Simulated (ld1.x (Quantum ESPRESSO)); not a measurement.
# Pseudopotential generation for In: TM, PBE

Aim: build the potential from the settings below, then test how well it stands in for the atom: other configurations, scattering, ghost states and the plane-wave cutoff that it needs.

The numbers are computed with ld1.x (Quantum ESPRESSO) 7.5 (PBE, scalar-relativistic, spin-unpolarised reference atom).

**1. Starting point**

Typed settings, in words:

* element: indium (In, Z = 49)
* type: norm-conserving Troullier–Martins (Kleinman–Bylander form)
* frozen core: [Kr]
* valence charge: 13
* reference configuration: 4d10 5s2 5p1
* partial waves: 5s (bound): rc 2.30 bohr; 5p (bound): rc 3.10 bohr; 4d (bound): rc 1.70 bohr
* local potential: the d channel
* core correction: not asked for

**2. Generating the potential**

File In.in:

```
 &input
   title='In', zed=49., rel=1, dft='PBE', iswitch=3,
   config='[Kr] 4d10 5s2 5p1',
   nld=3, rlderiv=3.35, eminld=-3.0, emaxld=5.0, deld=0.02
 /
 &inputp
   pseudotype=2, tm=.true., lloc=2,
   nlcc=.false.,
   file_pseudopw='In.UPF', file_wfcaegen='ae.wfc', file_wfcncgen='nc.wfc', file_beta='beta', file_chi='chi'
 /
3
5S  1  0   2.00   0.00  2.30  2.30  0.0
5P  2  1   1.00   0.00  3.10  3.10  0.0
4D  3  2  10.00   0.00  1.70  1.70  0.0
 &test
   configts(1)='4d10 5s2 5p1'
 /
```

On the command line:

```console
$ ld1.x < In.in > In.out
```

The output, In.out (without the banner and most projector matrices):

```text
     Program LD1 v.7.5
     --------------------------- All-electron run ----------------------------

     In
     scalar relativistic calculation

     atomic number is 49.00
     dft =PBE   lsd =0 sic =0 latt =0  beta=0.20 tr2=1.0E-14
     Exchange-correlation= PBE
                           (   1   4   3   4   0   0   0)
     mesh =1241 r(mesh) = 100.30140 a.u. xmin = -7.00 dx = 0.01250
     1 Ry =  13.60569312 eV, c = 137.03599908

     n l     nl                  e(Ry)          e(Ha)          e(eV)
     1 0     1S 1( 2.00)     -2039.9100     -1019.9550    -27754.3892
     2 0     2S 1( 2.00)      -305.4337      -152.7169     -4155.6374
     2 1     2P 1( 6.00)      -274.1375      -137.0687     -3729.8300
     3 0     3S 1( 2.00)       -57.9587       -28.9793      -788.5681
     3 1     3P 1( 6.00)       -47.7106       -23.8553      -649.1352
     4 0     4S 1( 2.00)        -8.7948        -4.3974      -119.6592
     4 1     4P 1( 6.00)        -5.7424        -2.8712       -78.1300
     3 2     3D 1(10.00)       -31.8038       -15.9019      -432.7123
     4 2     4D 1(10.00)        -1.3688        -0.6844       -18.6233
     5 0     5S 1( 2.00)        -0.6035        -0.3017        -8.2110
     5 1     5P 1( 1.00)        -0.1851        -0.0926        -2.5185

     final scf error:  6.5E-15 reached in  26 iterations

     Etot =  -11763.278081 Ry,   -5881.639040 Ha, -160047.551690 eV

     Ekin =   12261.098761 Ry,    6130.549381 Ha,  166820.747093 eV
     Encl =  -28443.021702 Ry,  -14221.510851 Ha, -386987.024767 eV
     Eh   =    4737.642377 Ry,    2368.821188 Ha,   64458.908302 eV
     Exc  =    -318.997517 Ry,    -159.498758 Ha,   -4340.182318 eV

     normalization and overlap integrals

     s(1S/1S) =  1.000000  <r> =   0.0297  <r2> =    0.0012  r(max) =   0.0192
     s(2S/2S) =  1.000000  <r> =   0.1285  <r2> =    0.0195  r(max) =   0.1090
     s(2P/2P) =  1.000000  <r> =   0.1122  <r2> =    0.0154  r(max) =   0.0870
     s(3S/3S) =  1.000000  <r> =   0.3486  <r2> =    0.1390  r(max) =   0.3153
     s(3P/3P) =  1.000000  <r> =   0.3471  <r2> =    0.1399  r(max) =   0.3075
     s(4S/4S) =  1.000000  <r> =   0.8480  <r2> =    0.8143  r(max) =   0.7658
     s(4P/4P) =  1.000000  <r> =   0.9218  <r2> =    0.9725  r(max) =   0.8152
     s(3D/3D) =  1.000000  <r> =   0.3243  <r2> =    0.1250  r(max) =   0.2581
     s(4D/4D) =  1.000000  <r> =   1.1828  <r2> =    1.6828  r(max) =   0.9354
     s(5S/5S) =  1.000000  <r> =   2.6097  <r2> =    7.8334  r(max) =   2.1612
     s(5P/5P) =  1.000000  <r> =   3.7447  <r2> =   16.6771  r(max) =   2.8453

     ------------------------ End of All-electron run ------------------------

     --------------------- Generating NC pseudopotential ---------------------

      Generating local pot.: lloc=2, matching radius rcloc =   1.7000

      Wfc   5S  rcut= 2.301  Using Troullier-Martins method

      Wfc   5P  rcut= 3.106  Using Troullier-Martins method

     ------------------- End of pseudopotential generation -------------------

     [... the all-electron block is printed once more ...]


     Computing logarithmic derivative in   3.36844
     Computing logarithmic derivative in   3.36844
     Computing the partial wave expansion
     R is outside the sphere for l=    0 j= 0.00
     R is outside the sphere for l=    1 j= 0.00
       no projector for channel:   2

     ---------------------- Testing the pseudopotential ----------------------

     In
     scalar relativistic calculation

     atomic number is 49.00   valence charge is 13.00
     dft =PBE   lsd =0 sic =0 latt =0  beta=0.20 tr2=1.0E-14
     mesh =1241 r(mesh) = 100.30140 xmin = -7.00 dx = 0.01250

     n l     nl             e AE (Ry)        e PS (Ry)    De AE-PS (Ry)
     3 2     4D   1(10.00)       -1.36879       -1.36879        0.00001
     1 0     5S   1( 2.00)       -0.60349       -0.60350        0.00000
     2 1     5P   1( 1.00)       -0.18511       -0.18511        0.00000

     eps = 3.5E-15  iter = 30

     Etot =  -11763.278081 Ry,   -5881.639040 Ha, -160047.551690 eV
     Etotps =  -112.534765 Ry,     -56.267383 Ha,   -1531.113483 eV

     Ekin =      87.711113 Ry,      43.855557 Ha,    1193.370490 eV
     Encl =    -289.056379 Ry,    -144.528190 Ha,   -3932.812394 eV
     Ehrt =     101.828835 Ry,      50.914418 Ha,    1385.451880 eV
     Ecxc =     -14.672753 Ry,      -7.336376 Ha,    -199.632970 eV
     Epseu=       1.654419 Ry,       0.827209 Ha,      22.509511 eV

     ---------------------- End of pseudopotential test ----------------------
```

Wall time 2.3 s (1 thread, shared host). This counts the later configuration tests of the new file too.

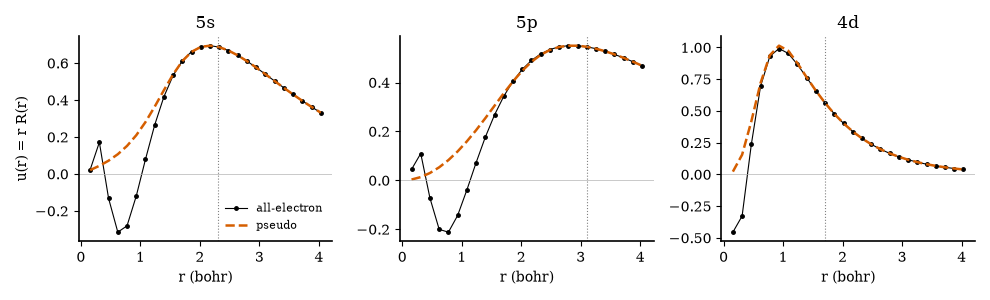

All-electron and pseudo partial waves (5s, 5p, 4d), with the matching radii dotted. The curves join 26 sampled radii, too few to resolve the innermost nodes.

**3. Configuration tests**

File In.test.in:

```
 &input
   title='In', zed=49., rel=1, dft='PBE', iswitch=2,
   config='[Kr] 4d10 5s2 5p1'
 /
 &test
   file_pseudo='In.UPF', nconf=8,
   configts(1)='4d10 5s2 5p1',
   configts(2)='4d10 5s2 5p0',
   configts(3)='4d10 5s1 5p0',
   configts(4)='4d10 5s0 5p0',
   configts(5)='4d10 5s1 5p1',
   configts(6)='4d10 5s1 5p2',
   configts(7)='4d10 5s2 5p0.5',
   configts(8)='4d9 5s2 5p1'
 /
```

On the command line:

```console
$ ld1.x < In.test.in > In.test.out
```

In.test.out, the pseudopotential blocks, each with the warnings that came before it:

```text
     ---------------------- Testing the pseudopotential ----------------------

     In
     scalar relativistic calculation

     atomic number is 49.00   valence charge is 13.00
     dft =PBE   lsd =0 sic =0 latt =0  beta=0.20 tr2=1.0E-14
     mesh =1241 r(mesh) = 100.30140 xmin = -7.00 dx = 0.01250

     n l     nl             e AE (Ry)        e PS (Ry)    De AE-PS (Ry)
     3 2     4D   1(10.00)       -1.36879       -1.36879        0.00001
     1 0     5S   1( 2.00)       -0.60349       -0.60350        0.00000
     2 1     5P   1( 1.00)       -0.18511       -0.18511        0.00000

     eps = 3.5E-15  iter = 30

     Etot =  -11763.278081 Ry,   -5881.639040 Ha, -160047.551690 eV
     Etotps =  -112.534765 Ry,     -56.267383 Ha,   -1531.113483 eV

     Ekin =      87.711113 Ry,      43.855557 Ha,    1193.370490 eV
     Encl =    -289.056379 Ry,    -144.528190 Ha,   -3932.812394 eV
     Ehrt =     101.828835 Ry,      50.914418 Ha,    1385.451880 eV
     Ecxc =     -14.672753 Ry,      -7.336376 Ha,    -199.632970 eV
     Epseu=       1.654419 Ry,       0.827209 Ha,      22.509511 eV

     ---------------------- End of pseudopotential test ----------------------

     ---------------------- Testing the pseudopotential ----------------------

     In
     [...]
     n l     nl             e AE (Ry)        e PS (Ry)    De AE-PS (Ry)
     3 2     4D   1(10.00)       -1.91631       -1.91425       -0.00207
     1 0     5S   1( 2.00)       -1.09694       -1.09678       -0.00016
     2 1     5P   1( 0.00)       -0.61969       -0.61958       -0.00011

     eps = 7.8E-15  iter = 30

     Etot =  -11762.883901 Ry,   -5881.441951 Ha, -160042.188603 eV
     Etotps =  -112.140530 Ry,     -56.070265 Ha,   -1525.749644 eV
     dEtot_ae =       0.394180 Ry
     dEtot_ps =       0.394235 Ry,   Delta E=      -0.000055 Ry

     [...]
     ---------------------- End of pseudopotential test ----------------------

     ---------------------- Testing the pseudopotential ----------------------

     In
     [...]
     n l     nl             e AE (Ry)        e PS (Ry)    De AE-PS (Ry)
     3 2     4D   1(10.00)       -2.68486       -2.67821       -0.00665  !
     1 0     5S   1( 1.00)       -1.73982       -1.73771       -0.00211
     2 1     5P   1( 0.00)       -1.19185       -1.19073       -0.00111

     eps = 2.9E-15  iter = 42

     Etot =  -11761.470178 Ry,   -5880.735089 Ha, -160022.953921 eV
     Etotps =  -110.727529 Ry,     -55.363765 Ha,   -1506.524786 eV
     dEtot_ae =       1.807903 Ry
     dEtot_ps =       1.807236 Ry,   Delta E=       0.000667 Ry

     [...]
     ---------------------- End of pseudopotential test ----------------------

     Warning: n=2, l=1 expected 0 nodes, found 1
     ---------------------- Testing the pseudopotential ----------------------

     In
     [...]
     n l     nl             e AE (Ry)        e PS (Ry)    De AE-PS (Ry)
     3 2     4D   1(10.00)       -3.51966       -3.50741       -0.01225  !
     1 0     5S   1( 0.00)       -2.43012       -2.42413       -0.00600  !
     2 1     5P   1( 0.00)       -1.81351       -2.00386        0.19036  !

     eps = 4.5E-16  iter = 12

     Etot =  -11759.388675 Ry,   -5879.694338 Ha, -159994.633626 eV
     Etotps =  -108.649628 Ry,     -54.324814 Ha,   -1478.253501 eV
     dEtot_ae =       3.889406 Ry
     dEtot_ps =       3.885137 Ry,   Delta E=       0.004269 Ry

     [...]
     ---------------------- End of pseudopotential test ----------------------

     ---------------------- Testing the pseudopotential ----------------------

     In
     [...]
     n l     nl             e AE (Ry)        e PS (Ry)    De AE-PS (Ry)
     3 2     4D   1(10.00)       -2.03142       -2.02884       -0.00258
     1 0     5S   1( 1.00)       -1.16920       -1.16826       -0.00094
     2 1     5P   1( 1.00)       -0.67724       -0.67696       -0.00028

     eps = 3.2E-15  iter = 34

     Etot =  -11762.399329 Ry,   -5881.199664 Ha, -160035.595654 eV
     Etotps =  -111.656261 Ry,     -55.828131 Ha,   -1519.160824 eV
     dEtot_ae =       0.878752 Ry
     dEtot_ps =       0.878504 Ry,   Delta E=       0.000248 Ry

     [...]
     ---------------------- End of pseudopotential test ----------------------

     ---------------------- Testing the pseudopotential ----------------------

     In
     [...]
     n l     nl             e AE (Ry)        e PS (Ry)    De AE-PS (Ry)
     3 2     4D   1(10.00)       -1.48767       -1.48701       -0.00066
     1 0     5S   1( 1.00)       -0.67620       -0.67563       -0.00057
     2 1     5P   1( 2.00)       -0.23658       -0.23655       -0.00003

     eps = 1.1E-15  iter = 23

     Etot =  -11762.848787 Ry,   -5881.424393 Ha, -160041.710847 eV
     Etotps =  -112.105680 Ry,     -56.052840 Ha,   -1525.275476 eV
     dEtot_ae =       0.429294 Ry
     dEtot_ps =       0.429086 Ry,   Delta E=       0.000208 Ry

     [...]
     ---------------------- End of pseudopotential test ----------------------

     ---------------------- Testing the pseudopotential ----------------------

     In
     [...]
     n l     nl             e AE (Ry)        e PS (Ry)    De AE-PS (Ry)
     3 2     4D   1(10.00)       -1.62509       -1.62432       -0.00077
     1 0     5S   1( 2.00)       -0.83741       -0.83737       -0.00005
     2 1     5P   1( 0.50)       -0.39025       -0.39021       -0.00004

     eps = 6.6E-15  iter = 36

     Etot =  -11763.135469 Ry,   -5881.567734 Ha, -160045.611355 eV
     Etotps =  -112.392124 Ry,     -56.196062 Ha,   -1529.172745 eV
     dEtot_ae =       0.142612 Ry
     dEtot_ps =       0.142642 Ry,   Delta E=      -0.000030 Ry

     [...]
     ---------------------- End of pseudopotential test ----------------------

     BEWARE! Errors in PS-KS equations
     ---------------------- Testing the pseudopotential ----------------------

     In
     [...]
     n l     nl             e AE (Ry)        e PS (Ry)    De AE-PS (Ry)
     3 2     4D   1( 9.00)       -2.35305       -3.03766        0.68461  !
     1 0     5S   1( 2.00)       -1.27855       -1.86973        0.59118  !
     2 1     5P   1( 1.00)       -0.74467       -0.74467        0.00000

     eps = 3.5E-15  iter = 56

     Etot =  -11761.432155 Ry,   -5880.716077 Ha, -160022.436583 eV
     Etotps =  -110.419095 Ry,     -55.209547 Ha,   -1502.328315 eV
     dEtot_ae =       1.845926 Ry
     dEtot_ps =       2.115671 Ry,   Delta E=      -0.269745 Ry

     [...]
     ---------------------- End of pseudopotential test ----------------------
```

1 test gave no usable energy difference (4d9 5s2 5p1).

The tests as a table, with energies relative to 4d10 5s2 5p1. A star marks tests that logged a warning.

```tsv
valence configuration	charge	ΔE all-electron (eV)	error AE − PS (meV)
4d10 5s2 5p0	+1	5.363	-0.7
4d10 5s1 5p0	+2	24.598	+9.1
4d10 5s0 5p0 *	+3	52.918	+58
4d10 5s1 5p1	+1	11.956	+3.4
4d10 5s1 5p2	0	5.841	+2.8
4d10 5s2 5p0.5	+0.5	1.940	-0.4
```

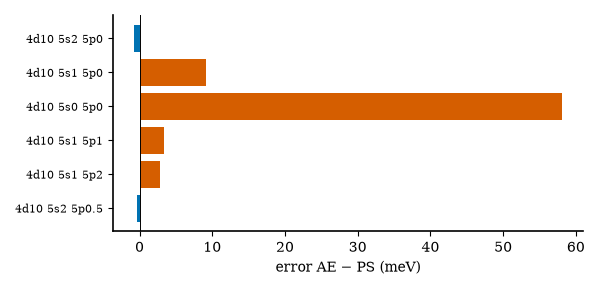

Error of the potential in each test configuration.

**4. Does it scatter like the atom?**

Taken from the files of the generation run. The phase is arctan(r·u′/u) with u = r·R, unwrapped, with energies in Ry. A pole is an energy at which the radial function vanishes at the test radius. The pseudo phase is shifted by a multiple of π to meet the all-electron one at the reference energy. Levels narrower than the energy grid can be missing from the poles. Where the grid stepped over a known ghost or core level, its pole and its step of π were put in at the level's energy. The last column is the largest difference on the grid between −1 and +1 Ry.

| channel | radius (bohr) | reference (Ry) | poles AE | poles PS | window around the reference with phases within 0.05 rad (Ry) | largest difference near zero (rad) |
| --- | --- | --- | --- | --- | --- | --- |
| s | 3.37 | -0.60 | -0.11, 4.43 | -0.12, 3.69 | below 1.2 | 0.013 |
| p | 3.37 | -0.19 | 0.73 | -2.86, 0.73, 4.95 | -2.8 to 2.2 | 0.002 |
| d | 3.37 | -1.37 | -1.35, 2.26 | -1.35, 2.30 | below 4.0 | 0.026 |

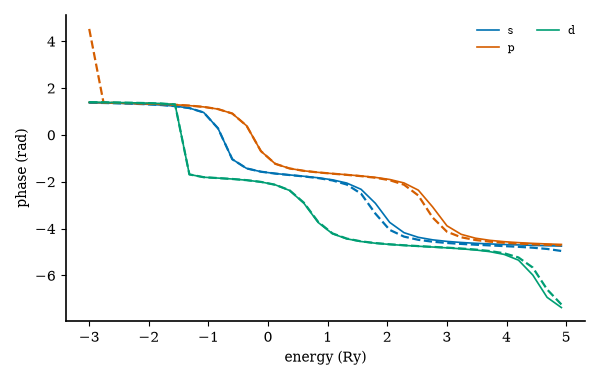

All-electron (solid) and pseudo (dashed) phases against energy.

**5. Cutoff and ghost test in a Bessel basis**

A separate test, outside the generator: the pseudo-atom's Hamiltonian at the reference potential is diagonalised in spherical Bessel functions j_l(qr) that vanish at 20 bohr, with q² up to the cutoff.

All-electron valence levels (Ry): 5s -0.6035, 5p -0.1851, 4d -1.3688. The lowest levels of each channel (Ry) by cutoff; the last column sums, over occupied levels, occupation times the distance from the level at 400 Ry. A positive value at high cutoff is not a bound level.

```
cutoff (Ry)      s #1     s #2     p #1     p #2     d #1    f #1  Σ f·Δε (mRy)
          8   -1.6934  -0.5961  -0.1845   0.0238   0.0199  0.0989       13902.5
         18   -7.7550  -0.6013  -0.1857  -0.1521  -0.3985  0.0989        9707.5
         35   -9.8668  -0.6034  -2.4591  -0.1851  -1.1363  0.0989        2325.2
         55  -10.0336  -0.6035  -2.8361  -0.1851  -1.3565  0.0989         123.3
         70  -10.0348  -0.6035  -2.8591  -0.1851  -1.3681  0.0989           6.6
         90  -10.0364  -0.6035  -2.8598  -0.1851  -1.3686  0.0989           1.8
        110  -10.0373  -0.6035  -2.8605  -0.1851  -1.3687  0.0989           1.0
        140  -10.0374  -0.6035  -2.8608  -0.1851  -1.3688  0.0989           0.2
        400  -10.0374  -0.6035  -2.8609  -0.1851  -1.3688  0.0989           0.0
```

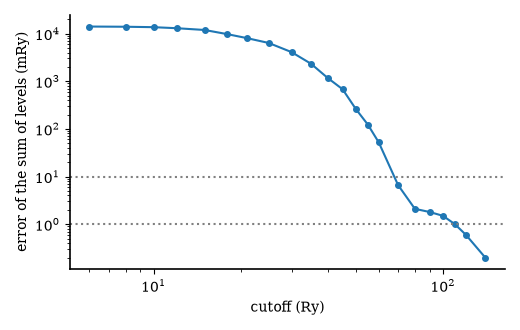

Occupation-weighted error of the valence levels against the cutoff; the dotted lines mark 10 and 1 mRy.

The sum stays within 10 mRy from 70 Ry and within 1 mRy from 110 Ry. The sum leaves out empty levels, which can need more. Ghost test: ghost states, bound below the all-electron valence or empty levels of the same l: s at -136.6 eV, p at -38.9 eV.

**6. Summary of results**

| quantity | value |
| --- | --- |
| cutoffs for 10 and 1 mRy, occupied levels | 70 Ry and 110 Ry |
| bound ghosts | s at -136.57 eV, p at -38.92 eV |
| largest test error (AE − PS) | +58 meV, for 4d10 5s0 5p0 (one of 2 tests with a warning) (1 test unsolved) |
| largest phase difference near zero energy, channels read | 0.026 rad |

In words: A bound ghost (s, p) makes it unfit for use: electrons can fall into a state that the atom doesn't have. The worst unpolarised test, 4d10 5s0 5p0, is off by 58 meV on 52.9 eV; by total energies transferability rates as fair where solved. That test lies far up in energy; among those under 40 eV, nearer to bonding, the largest error is 9.1 meV. Of the tests 1 gave no usable energy difference, which is a warning in itself. By its cutoff, 70 Ry for the looser tolerance, it is of middling hardness. The slowest occupied level is 4d: taken alone it needs 70 Ry to come within 1 mRy, against 21 Ry for 5s. Near zero energy the phases of the channels with partial waves agree within 0.026 rad. The pseudo curves have a pole with no partner nearby in the atom's: p at -2.86 Ry.
